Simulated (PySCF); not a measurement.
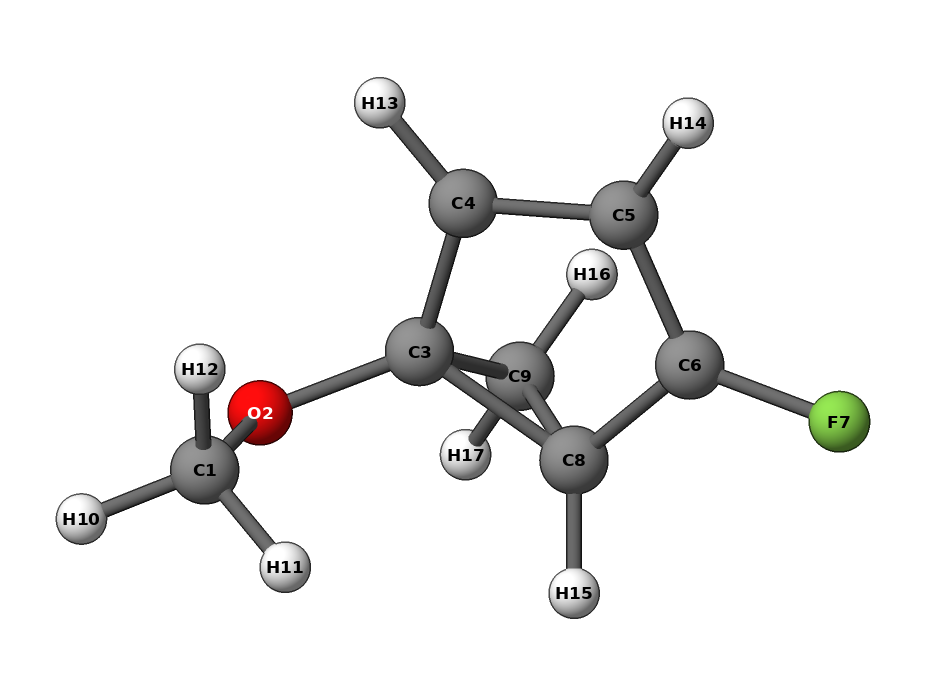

The questions are on Mulliken spin populations. The species is neutral and a spin doublet. Computed geometry: GFN2-xTB optimisation. No frequency run is at hand to confirm it as a minimum. Method: UKS B3LYP, pcH-1 on C F H O, non-relativistic (PySCF 2.14.0).

> Which atom carries the largest spin population?

C4 (0.62 e).

> Which atom has the lowest spin population?

C5 (−0.22 e); a negative value comes from spin polarisation.

List the Mulliken spin populations.

| atom | value (e) |
| --- | --- |
| C1 | 0.00 |
| O2 | 0.01 |
| C3 | −0.04 |
| C4 | 0.62 |
| C5 | −0.22 |
| C6 | 0.53 |
| F7 | 0.04 |
| C8 | −0.05 |
| C9 | 0.13 |
| H10 | 0.00 |
| H11 | 0.00 |
| H12 | 0.00 |
| H13 | −0.03 |
| H14 | 0.01 |
| H15 | 0.01 |
| H16 | −0.01 |
| H17 | −0.01 |

Mulliken values depend strongly on the basis set.
